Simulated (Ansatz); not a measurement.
**A defect in a wire: GaP wire along [110], 2 atoms a period, H-terminated, divacancy of Ga and P**

Aim: how much does this defect scatter, and at which energies?

Calculated with Ansatz 0.2.0; DFT PBE, plane waves, PAW; relaxation of a wire's period, in the first sound run; inputs show where later runs differ.

## (1) The starting structure

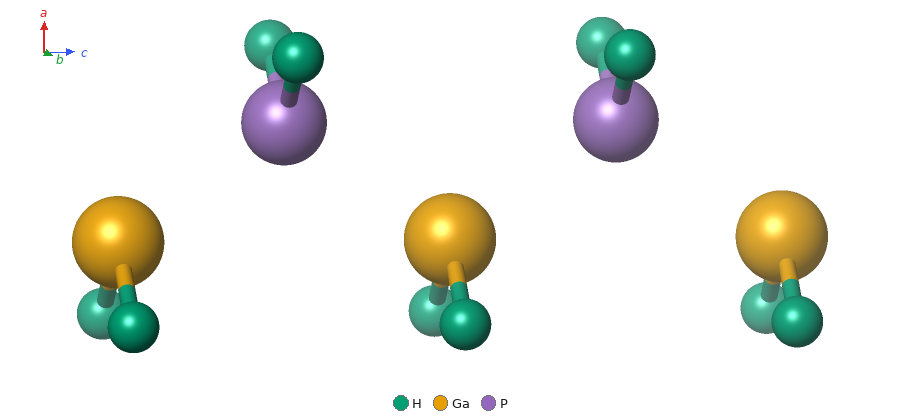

The cell as given, from the side, with the c axis across the page (hydrogen teal, gallium orange, phosphorus purple). 1×1×2 cells are drawn. Some periodic images of atoms are drawn too.

The cell holds 6 atoms: 4 H, 1 Ga and 1 P. Cell: a = 9.915 Å, b = 9.380 Å, c = 3.896 Å, α = 90.0°, β = 90.0°, γ = 90.0°. Vacuum lies along a and b. The structure's axis is c.

## (2) Relaxing the period

Band widths follow the bond lengths, so the wire is relaxed first. The atoms and the third cell vector are free; the box across stays fixed as vacuum. A Fermi-Dirac smearing is set since the result may be a metal. The pressure printed is a third of the stress's trace over the whole box, vacuum included; only the stress along the axis is relaxed.

File input.yaml:

```yaml
crystal:
  lattice:
    - [9.915, 0.0, 0.0]
    - [0.0, 9.38, 0.0]
    - [0.0, 0.0, 3.8961583643]
  atoms:
    - { symbol: H, position: [0.342914776, 0.362473348, 0.0] }
    - { symbol: Ga, position: [0.434918147, 0.500006887, 0.0] }
    - { symbol: P, position: [0.57384906, 0.500006887, 0.5] }
    - { symbol: H, position: [0.657117933, 0.375530329, 0.5] }
    - { symbol: H, position: [0.657117933, 0.624483444, 0.5] }
    - { symbol: H, position: [0.342914776, 0.637540426, 0.0] }
kpoints:
  mp_grid: { grid: [1, 1, 21] }
scf:
  occupations: { method: fermi_dirac, width: 0.05 }
hamiltonian:
  xc: pbe
relax:
  cell: { fix: [a, b, alpha, beta, gamma] }
  max_steps: 60
```

The run is started by

```console
$ ansatz run input.yaml --threads 4 --pin off --max-ram 16384MiB --backend cpu --events-out ev --progress --plain --runs-dir out
```

Numbers of over 12 decimals in the logs are rounded to 6 here.

The log of the run:

```text
Engine: ansatz 0.2.0, aarch64-unknown-linux-gnu
Pseudopotentials: kind: paw
Pseudopotential: H, paw, valence charge 1, recommended cutoff 420 eV (normal), H.paw.azcp
Pseudopotential: Ga, paw, valence charge 13, recommended cutoff 420 eV (normal), Ga.paw.azcp
Pseudopotential: P, paw, valence charge 5, recommended cutoff 420 eV (normal), P.paw.azcp
Functional definition: PBE
  parameter kappa = 0.804
  parameter beta = 0.066725
  exchange = pbe_x(kappa = kappa, mu = beta*pi^2/3)
  correlation = pbe_c(beta = beta)
Crystal: 6 atoms, lattice volume = 362.353 Å³
Basis set: ecut = 420 eV, 7107 PW (Γ), exchange–correlation on 144×128×54 points (8 copies of the dense FFT grid, shifted against one another)
Bands: 17, of which v1, the nominal top of the filled ones, is band 11 counted from 1 (10 counted from 0)
Symmetry: 4 space group operations
Space group: Pmm2 (ITA 25), of the structure as read, at distance tolerance 7.1e-5 Å
k-points: 11 of 21
Non-local potential: H, projectors of the file, l = 0: 2, l = 1: 1
Non-local potential: Ga, projectors of the file, l = 0: 2, l = 1: 2, l = 2: 3, l = 3: 1
Non-local potential: P, projectors of the file, l = 0: 2, l = 1: 2, l = 2: 2
PAW form: soft (Blöchl's): semilocal exchange-correlation on the pseudo side does not see the compensation charge
PAW one-centre angular grid: H, 110 points (default); XC on 64 Gauss nodes
PAW one-centre angular grid: Ga, 590 points (default); XC on 64 Gauss nodes
PAW one-centre angular grid: P, 110 points (default); XC on 64 Gauss nodes
Initial density: superposition of atomic densities (neutral atoms: chi_scale 0, normalization atom), corrected by the library's trained network
Initial wavefunctions: pseudopotential atomic-orbital guess
Functional: x = pbe(κ = 0.804, μ = 0.219515), c = pbe(β = 0.066725)
SCF iter   1: F=—  HF=-4602.024666 eV  |F-HF|=—  |Δ(HF+E_count)|=         —  Δρ=2.18e-3  dr2=6.41e-2  ethr=1.77e-3  ⟨swp⟩=7.4  Hψ=1316  notcnv=0
preconditioner: auto → Resta (q_TF=auto, 1.710 Å⁻¹)  ε∞=1.4  [insulator: Δε(μ)=3.997 eV  Ē_g=13.673 eV  σ=0.050 eV  W_gap=1.00  n_scr=22 (ndim 8)  ℏωp=9.1 eV  f_vac=0.697  D(μ)=0.00/eV (n_scr^D=0)  ε∞_Penn≈1.4  vacuum switching on, ρ_ref=1.4e-2 e/Å³]
SCF iter   2: F=—  HF=-4602.010563 eV  |F-HF|=—  |Δ(HF+E_count)|=   1.41e-2  Δρ=9.12e-4  dr2=4.55e-3  ethr=2.92e-4  ⟨swp⟩=3.8  Hψ=462  notcnv=0  defer=12
SCF iter   3: F=—  HF=-4602.011559 eV  |F-HF|=—  |Δ(HF+E_count)|=   9.97e-4  Δρ=3.64e-4  dr2=7.63e-4  ethr=2.07e-5  ⟨swp⟩=2.0  Hψ=350  notcnv=0  defer=12
SCF iter   4: F=—  HF=-4602.012329 eV  |F-HF|=—  |Δ(HF+E_count)|=   7.69e-4  Δρ=1.89e-4  dr2=1.86e-4  ethr=3.47e-6  ⟨swp⟩=2.0  Hψ=334  notcnv=0  defer=12
SCF iter   5: F=—  HF=-4602.012500 eV  |F-HF|=—  |Δ(HF+E_count)|=   1.71e-4  Δρ=4.02e-5  dr2=7.96e-6  ethr=8.44e-7  ⟨swp⟩=2.0  Hψ=331  notcnv=0  defer=12
SCF iter   6: F=—  HF=-4602.012512 eV  |F-HF|=—  |Δ(HF+E_count)|=   1.27e-5  Δρ=9.37e-6  dr2=3.57e-7  ethr=3.62e-8  ⟨swp⟩=2.0  Hψ=241  notcnv=0  defer=12
SCF iter   7: F=-4602.012513 eV  HF=-4602.012513 eV  |F-HF|=2.62e-8  |Δ(HF+E_count)|=   3.27e-7  Δρ=2.35e-6  dr2=1.54e-8  ethr=4.55e-10  ⟨swp⟩=5.0  Hψ=643  notcnv=0
SCF 1 converged in 7 iterations: F = -4602.012513 eV  dr2 = 1.54e-8
  greatest PAW one-centre occupation: 0.994 electrons in one spin orbital (limit 2), on the Ga atom at site 1 (counted from 0), in its partial waves of l = 2
relax step   1: F+E_penalty+E_count = -4602.01251263 eV  Δ(F+E_penalty+E_count) = +0.000e0 eV  max|allowed force component| = 7.900e-1 eV/Å  Δτ_max = 0.0000 Å  P = -0.145 GPa  Ω = 362.353 Å³  fix = [a, b, alpha, beta, gamma]  reactions: a -0.156, b -0.424 GPa  (7 SCF iters, dr2 threshold 1.00e-7 eV, accepted)
Crystal: 6 atoms, lattice volume = 363.922 Å³
Basis set: ecut = 420 eV, 7147 PW (Γ), exchange–correlation on 144×128×54 points (8 copies of the dense FFT grid, shifted against one another)
Initial density: handed on by an earlier stage of this run
Initial wavefunctions: those handed on with the density
iter 1 solved again at ethr=6.55e-4 eV; its pass at ethr=3.10e-3 eV (dr2=1.44e-1 eV) is discarded
SCF iter   1: F=—  HF=-4602.170932 eV  |F-HF|=—  |Δ(HF+E_count)|=         —  Δρ=6.49e-3  dr2=1.47e-1  ethr=6.55e-4  ⟨swp⟩=1.3  Hψ=1323  notcnv=0
preconditioner: auto → Resta (q_TF=auto, 1.709 Å⁻¹)  ε∞=1.4  [insulator: Δε(μ)=4.142 eV  Ē_g=13.621 eV  σ=0.050 eV  W_gap=1.00  n_scr=22 (ndim 8)  ℏωp=9.1 eV  f_vac=0.701  D(μ)=0.00/eV (n_scr^D=0)  ε∞_Penn≈1.4  vacuum switching on, ρ_ref=1.3e-2 e/Å³]
SCF iter   2: F=—  HF=-4602.136848 eV  |F-HF|=—  |Δ(HF+E_count)|=   3.41e-2  Δρ=3.15e-3  dr2=1.77e-2  ethr=6.55e-4  ⟨swp⟩=3.7  Hψ=369  notcnv=0
SCF iter   3: F=—  HF=-4602.136440 eV  |F-HF|=—  |Δ(HF+E_count)|=   4.08e-4  Δρ=1.05e-3  dr2=2.14e-3  ethr=8.04e-5  ⟨swp⟩=3.4  Hψ=451  notcnv=0  defer=14
SCF iter   4: F=—  HF=-4602.136644 eV  |F-HF|=—  |Δ(HF+E_count)|=   2.04e-4  Δρ=2.49e-4  dr2=1.46e-4  ethr=9.74e-6  ⟨swp⟩=2.0  Hψ=293  notcnv=0  defer=14
SCF iter   5: F=—  HF=-4602.136609 eV  |F-HF|=—  |Δ(HF+E_count)|=   3.46e-5  Δρ=7.81e-5  dr2=1.64e-5  ethr=6.64e-7  ⟨swp⟩=2.0  Hψ=293  notcnv=0  defer=14
SCF iter   6: F=—  HF=-4602.136614 eV  |F-HF|=—  |Δ(HF+E_count)|=   4.57e-6  Δρ=1.50e-5  dr2=7.62e-7  ethr=7.47e-8  ⟨swp⟩=2.2  Hψ=293  notcnv=0  defer=14
SCF iter   7: F=-4602.136614 eV  HF=-4602.136614 eV  |F-HF|=7.05e-9  |Δ(HF+E_count)|=   4.36e-7  Δρ=1.83e-6  dr2=8.32e-9  ethr=2.73e-9  ⟨swp⟩=5.0  Hψ=572  notcnv=0
SCF 2 converged in 7 iterations: F = -4602.136614 eV  dr2 = 8.32e-9
relax step   2: F+E_penalty+E_count = -4602.13661420 eV  Δ(F+E_penalty+E_count) = -1.241e-1 eV  max|allowed force component| = 5.792e-1 eV/Å  Δτ_max = 0.1509 Å  P = -0.128 GPa  Ω = 363.922 Å³  energy of the carried Pulay correction = -2.471e-4 eV  fix = [a, b, alpha, beta, gamma]  reactions: a -0.210, b -0.472 GPa  (7 SCF iters, dr2 threshold 6.00e-7 eV, accepted)
Crystal: 6 atoms, lattice volume = 365.601 Å³
Basis set: ecut = 420 eV, 7171 PW (Γ), exchange–correlation on 144×128×54 points (8 copies of the dense FFT grid, shifted against one another)
iter 1 solved again at ethr=2.83e-5 eV; its pass at ethr=3.10e-3 eV (dr2=6.22e-3 eV) is discarded
SCF iter   1: F=—  HF=-4602.157568 eV  |F-HF|=—  |Δ(HF+E_count)|=         —  Δρ=1.55e-3  dr2=7.12e-3  ethr=2.83e-5  ⟨swp⟩=2.7  Hψ=1271  notcnv=0
preconditioner: auto → Resta (q_TF=auto, 1.708 Å⁻¹)  ε∞=1.4  [insulator: Δε(μ)=4.053 eV  Ē_g=13.761 eV  σ=0.050 eV  W_gap=1.00  n_scr=22 (ndim 8)  ℏωp=9.1 eV  f_vac=0.701  D(μ)=0.00/eV (n_scr^D=0)  ε∞_Penn≈1.4  vacuum switching on, ρ_ref=1.4e-2 e/Å³]
SCF iter   2: F=—  HF=-4602.155939 eV  |F-HF|=—  |Δ(HF+E_count)|=   1.63e-3  Δρ=7.30e-4  dr2=9.49e-4  ethr=2.83e-5  ⟨swp⟩=2.0  Hψ=275  notcnv=0
SCF iter   3: F=—  HF=-4602.155891 eV  |F-HF|=—  |Δ(HF+E_count)|=   4.80e-5  Δρ=1.94e-4  dr2=1.08e-4  ethr=4.32e-6  ⟨swp⟩=2.5  Hψ=311  notcnv=0
SCF iter   4: F=—  HF=-4602.155863 eV  |F-HF|=—  |Δ(HF+E_count)|=   2.79e-5  Δρ=5.65e-5  dr2=6.96e-6  ethr=4.90e-7  ⟨swp⟩=2.0  Hψ=308  notcnv=0
SCF iter   5: F=—  HF=-4602.155863 eV  |F-HF|=—  |Δ(HF+E_count)|=   4.85e-8  Δρ=1.76e-5  dr2=7.03e-7  ethr=3.16e-8  ⟨swp⟩=2.0  Hψ=312  notcnv=0
SCF iter   6: F=-4602.155863 eV  HF=-4602.155863 eV  |F-HF|=1.48e-8  |Δ(HF+E_count)|=   2.93e-7  Δρ=3.24e-6  dr2=3.49e-8  ethr=2.73e-9  ⟨swp⟩=5.0  Hψ=619  notcnv=0
SCF 3 converged in 6 iterations: F = -4602.155863 eV  dr2 = 3.49e-8
relax step   3: F+E_penalty+E_count = -4602.15586317 eV  Δ(F+E_penalty+E_count) = -1.925e-2 eV  max|allowed force component| = 8.604e-2 eV/Å  Δτ_max = 0.0390 Å  P = +0.054 GPa  Ω = 365.601 Å³  energy of the carried Pulay correction = -5.105e-4 eV  fix = [a, b, alpha, beta, gamma]  reactions: a +0.003, b -0.002 GPa  (6 SCF iters, dr2 threshold 6.00e-7 eV, accepted)
[...]
relax step   4: F+E_penalty+E_count = -4602.15694887 eV  Δ(F+E_penalty+E_count) = -1.086e-3 eV  max|allowed force component| = 1.668e-2 eV/Å  Δτ_max = 0.0035 Å  P = +0.033 GPa  Ω = 366.996 Å³  energy of the carried Pulay correction = -7.284e-4 eV  fix = [a, b, alpha, beta, gamma]  reactions: a -0.008, b +0.026 GPa  (4 SCF iters, dr2 threshold 4.63e-7 eV, accepted)
[...]
relax step   5: F+E_penalty+E_count = -4602.15713865 eV  Δ(F+E_penalty+E_count) = -1.898e-4 eV  max|allowed force component| = 7.609e-3 eV/Å  Δτ_max = 0.0065 Å  P = +0.008 GPa  Ω = 368.865 Å³  energy of the carried Pulay correction = -1.019e-3 eV  fix = [a, b, alpha, beta, gamma]  reactions: a -0.004, b +0.020 GPa  (6 SCF iters, dr2 threshold 1.74e-8 eV, accepted)
Initial wavefunctions: pseudopotential atomic-orbital guess (no wavefunctions were taken with the density)
iter 1 solved again at ethr=1.99e-6 eV; its pass at ethr=3.10e-3 eV (dr2=4.37e-4 eV) is discarded
SCF iter   1: F=—  HF=-4602.153386 eV  |F-HF|=—  |Δ(HF+E_count)|=         —  Δρ=1.34e-4  dr2=1.70e-6  ethr=1.99e-6  ⟨swp⟩=3.5  Hψ=1836  notcnv=0
eigensolver tolerance schedule: the retry pair's looser diagonalisation over-reported the residual by 256.32 of it (diagonalisation noise at 0.20 of the residual, at the tolerance the schedule requests for it); recorded, not acted on — ethr = c·dr2/N_el stays at c = 1.0e-1
preconditioner: auto → Resta (q_TF=auto, 1.705 Å⁻¹)  ε∞=1.4  [insulator: Δε(μ)=4.007 eV  Ē_g=13.711 eV  σ=0.050 eV  W_gap=1.00  n_scr=22 (ndim 8)  ℏωp=9.1 eV  f_vac=0.702  D(μ)=0.00/eV (n_scr^D=0)  ε∞_Penn≈1.4  vacuum switching on, ρ_ref=1.4e-2 e/Å³]
SCF iter   2: F=—  HF=-4602.156682 eV  |F-HF|=—  |Δ(HF+E_count)|=   3.30e-3  Δρ=6.74e-5  dr2=4.77e-7  ethr=7.72e-9  ⟨swp⟩=2.9  Hψ=381  notcnv=0
SCF iter   3: F=—  HF=-4602.158309 eV  |F-HF|=—  |Δ(HF+E_count)|=   1.63e-3  Δρ=7.43e-6  dr2=1.72e-7  ethr=2.17e-9  ⟨swp⟩=2.8  Hψ=378  notcnv=0
SCF iter   4: F=—  HF=-4602.158332 eV  |F-HF|=—  |Δ(HF+E_count)|=   2.24e-5  Δρ=2.06e-6  dr2=2.42e-8  ethr=7.83e-10  ⟨swp⟩=2.0  Hψ=308  notcnv=0
SCF iter   5: F=—  HF=-4602.158333 eV  |F-HF|=—  |Δ(HF+E_count)|=   1.72e-6  Δρ=9.80e-7  dr2=1.35e-9  ethr=1.10e-10  ⟨swp⟩=2.0  Hψ=242  notcnv=0
SCF iter   6: F=—  HF=-4602.158334 eV  |F-HF|=—  |Δ(HF+E_count)|=   9.35e-7  Δρ=1.87e-7  dr2=1.76e-10  ethr=6.13e-12  ⟨swp⟩=2.7  Hψ=316  notcnv=0
SCF iter   7: F=-4602.158334 eV  HF=-4602.158334 eV  |F-HF|=2.01e-10  |Δ(HF+E_count)|=   4.49e-9  Δρ=5.26e-8  dr2=1.12e-11  ethr=1.00e-12  ⟨swp⟩=5.5  Hψ=632  notcnv=0
SCF 6 converged in 7 iterations: F = -4602.158334 eV  dr2 = 1.12e-11
relax step   6: F+E_penalty+E_count = -4602.15833420 eV  Δ(F+E_penalty+E_count) = -1.196e-3 eV  max|allowed force component| = 7.430e-3 eV/Å  Δτ_max = 0.0000 Å  P = +0.011 GPa  Ω = 368.865 Å³  fix = [a, b, alpha, beta, gamma]  reactions: a -0.002, b +0.020 GPa  stress off target by 1.58e-2 GPa on what of the cell is left free  SCF on the basis re-selected at this cell (its energy is not comparable with the rows above)  (7 SCF iters)
basis re-selected at this cell: Δ(F+E_penalty+E_count) = -1.196e-3 eV, ΔP = +0.003 GPa vs the last step (what re-selecting the basis moved, of the pressure what is left beyond the Pulay correction that the steps carried, after the strain that the cell walked since its last selection, with what the two solves' SCF thresholds leave and, on support functions, any second-order correction that the steps lacked; it is no m [...]
SCF converged after 7 iterations
Free energy (F): -4602.158334 eV
Harris-Foulkes:  -4602.158334 eV  (|F-HF|=2.01e-10)
Internal energy: -4602.158334 eV  (E = F + TS)
E sigma→0 (E₀):  -4602.158334 eV
Fermi energy:    -2.671062 eV
--- Per-component energies (eV) ---
  E_band       = -274.279747
  E_kinetic    = 237.909444
  E_local      = -4905.157821  (includes V_loc(G=0)·N_el)
  E_nonlocal   = 463.910103
  E_hartree    = 2255.723038
  E_xc         = -165.049412
  E_vxc        = -162.929355  (∫ρ·V_xc dr)
  E_paw        = -2559.241151  (= ΣΔE_a)
  E_vpaw       = -419.453241  (= ΣTr[D̂ρ^β])
  E_aug_tail   = -0.004915  (compensation charges beyond the density's cutoff)
  E_ewald      = 69.752379
  E_smearing   = -0.000000  (= −TS)
  E_closure    = -0.000000  (closes the sum)
  Σ components = -4602.158334   (vs F -4602.158334, Δ=0.00e0)
--- Forces (eV/Å), atoms counted from 1 ---
  atom   1  H     -0.00535594    -0.00248725     0.00000000
  atom   2  Ga     0.00266886    -0.00000000    -0.00000000
  atom   3  P     -0.00681806    -0.00000000     0.00000000
  atom   4  H      0.00742965    -0.00490763    -0.00000000
  atom   5  H      0.00742965     0.00490763    -0.00000000
  atom   6  H     -0.00535594     0.00248725     0.00000000
  max |Σ_I F_I| component: 1.78e-6 eV/Å
--- Stress (GPa, compression-positive) ---
       -0.001944       0.000000      -0.000000
        0.000000       0.020209       0.000000
       -0.000000       0.000000       0.015763
  P = ⅓ Tr σ = 0.0113 GPa (0.113 kbar)
--- Relaxed structure (5 steps of the walk, 5 accepted, 1 SCFs on fresh bases) ---
  F+E_penalty+E_count = -4602.15833420 eV   max|allowed force component| = 7.430e-3 eV/Å   (the final SCF, on the basis selected at the relaxed cell)
  cell:  # Å, volume = 368.8645 Å³
    - [9.915, 0, 0]
    - [0, 9.38, 0]
    - [0, 0, 3.966170]
  atoms:
    - { symbol: H, position: [0.352264, 0.353035, -1.3207143919189912e-18] }
    - { symbol: Ga, position: [0.425829, 0.500000, 1.2839676329333473e-18] }
    - { symbol: P, position: [0.564082, 0.500000, 0.500000] }
    - { symbol: H, position: [0.657197, 0.385147, 0.500000] }
    - { symbol: H, position: [0.657197, 0.614853, 0.500000] }
    - { symbol: H, position: [0.352264, 0.646965, -1.3207143919189848e-18] }
```

The job ended after 13 s (4 threads of Arm Neoverse V1, shared host; peak memory 0.56 GiB; 46 s of CPU time).

Step by step:

```
step  energy less that of the first step (eV)  largest force component (eV/Å)  pressure (GPa)  volume (Å³)
   1                                   0.0000                          0.7900           -0.15       362.35
   2                                  -0.1241                          0.5792           -0.13       363.92
   3                                  -0.1434                          0.0860            0.05       365.60
   4                                  -0.1444                          0.0167            0.03       367.00
   5                                  -0.1446                          0.0076            0.01       368.86
  6*                                  -0.1458                          0.0074            0.01       368.86
```

Relaxation steps marked * repeat the geometry before them on a plane-wave basis chosen anew for their cell, so energy and pressure can jump there.

Forces are held to the 4 operations that the run works with; a distortion that breaks them can't arise in this run.

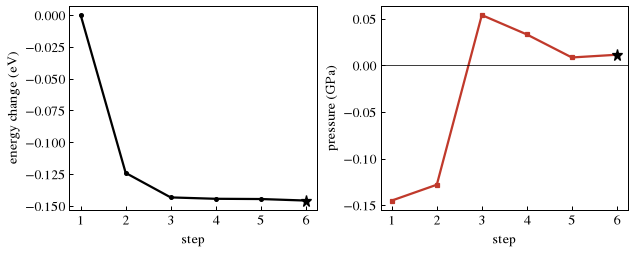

Energy and pressure along the relaxation. Stars mark steps on a basis chosen anew.

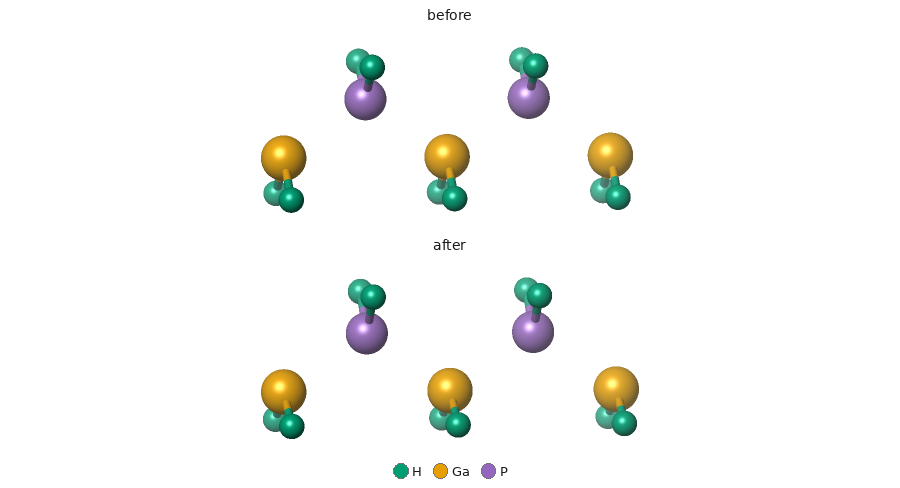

The structure before and after the relaxation, drawn at the same scale.

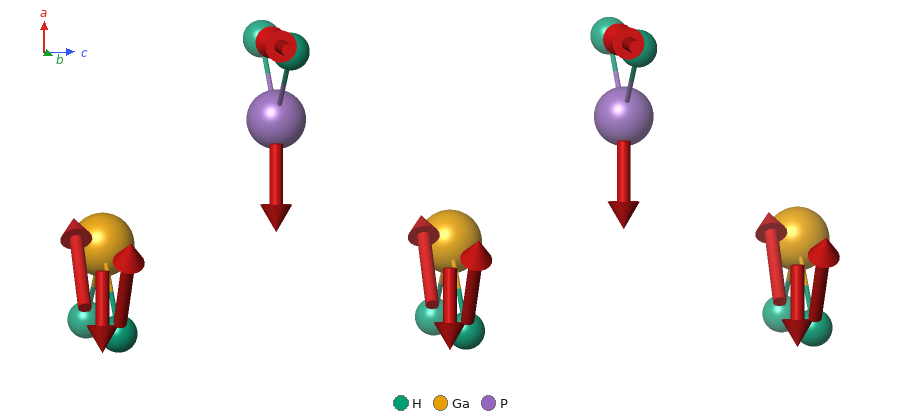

Displacements in the relaxation, exaggerated, measured against the changing cell; the longest in the cell stands for 0.13 Å. 1×1×2 cells are drawn. Some periodic images of atoms are drawn too.

```
cell as run  before  after  change
      c (Å)   3.896  3.966  +1.8 %
```

The atoms that moved most (Å, along periodic axes as changes of fractional coordinates times the final cell, across vacuum about the mean position):

```
atom      dx      dy     dz  length
  H1   0.093  -0.088  0.000   0.128
  H6   0.093   0.088  0.000   0.128
  P3  -0.097   0.000  0.000   0.097
  H4   0.001   0.090  0.000   0.090
  H5   0.001  -0.090  0.000   0.090
 Ga2  -0.090   0.000  0.000   0.090
```

The relaxed structure:

```cif
data_structure
_symmetry_space_group_name_H-M 'P 1'
_symmetry_Int_Tables_number 1
_cell_length_a 9.9150
_cell_length_b 9.3800
_cell_length_c 3.9662
_cell_angle_alpha 90.000
_cell_angle_beta 90.000
_cell_angle_gamma 90.000
_cell_volume 368.86
loop_
_atom_site_label
_atom_site_type_symbol
_atom_site_fract_x
_atom_site_fract_y
_atom_site_fract_z
_atom_site_occupancy
H1 H 0.35226 0.35304 0.00000 1
Ga2 Ga 0.42583 0.50000 0.00000 1
P3 P 0.56408 0.50000 0.50000 1
H4 H 0.65720 0.38515 0.50000 1
H5 H 0.65720 0.61485 0.50000 1
H6 H 0.35226 0.64696 0.00000 1
```

This step gave:

```yaml
cell_length_along_the_wire: 3.966 Å
```

The cell's length comes to 3.966 Å with spin left out.

(Continued in part 2 of 3.)

[Logs are printed without paths, hosts, clocks, repeated set-up lines and the standing remarks that a program may print on its own settings, such as how far it seeks lower states.]

[Hosts, paths, dates, database ids (printed as entryN), source tags and the programs' standing remarks are cut or masked in the printed files.]
